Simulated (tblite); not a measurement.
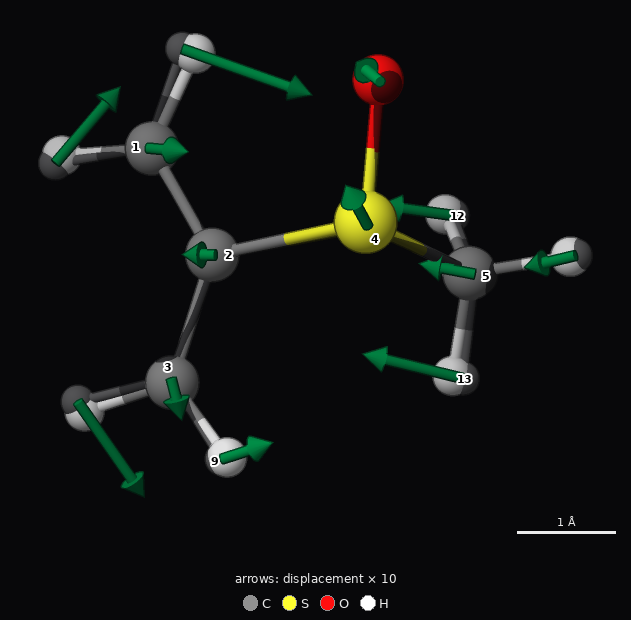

A relaxation of C₄H₇OS (multiplicity 2). The starting structure is drawn faded, the final one solid; green arrows show the displacements, 10 times their true length. The two geometries are superimposed by the best rigid fit.

The picture is a ball-and-stick view, seen face on.

Theory: GFN2-xTB geometry optimisation, gas phase in tblite. 

Question: What happened in the run?

Answer: After 40 geometry steps the energy has fallen by 0.176 eV. The atom that moves furthest after the best rigid fit is an H atom (0.15 Å). By element the largest moves are H 0.15 Å, S 0.07 Å, C 0.06 Å, O 0.06 Å. Among the contacts that change: C–C 1.426 → 1.366 Å, C–S 1.801 → 1.849 Å, O–S 1.492 → 1.462 Å, C–S 1.823 → 1.853 Å. Among the angles between lasting bonds that change: C–C–C 123.1° → 128.2°, C–S–C 96.9° → 93.1°, C–C–S 119.6° → 115.9°. Cost: 0.17 s on 1 thread of Arm Neoverse V2, on a shared host.
